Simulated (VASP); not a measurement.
Band structure of YN (rock salt). All values below come from PBE GGA with D4 dispersion, VASP's PBE PAW potentials (set 64) (plane waves; VASP).

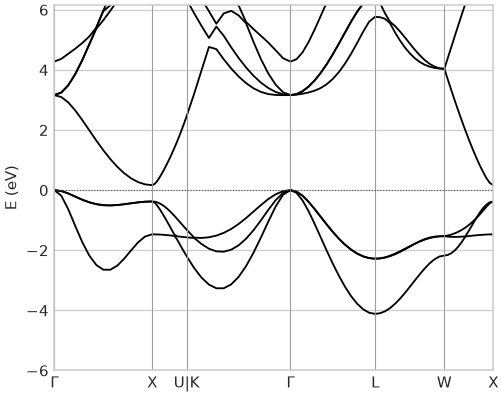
Figure. Bands along high-symmetry lines, zero at the valence-band maximum or, without a gap, the Fermi level

### Question
Read the plot: is there a gap, and where are the band edges?

### Answer
The gap is indirect, 0.17 eV, from the valence maximum at Γ to the conduction minimum at X. (Edges off the drawn lines would not show.)

The compound is YN in the rock salt structure. It was relaxed first.
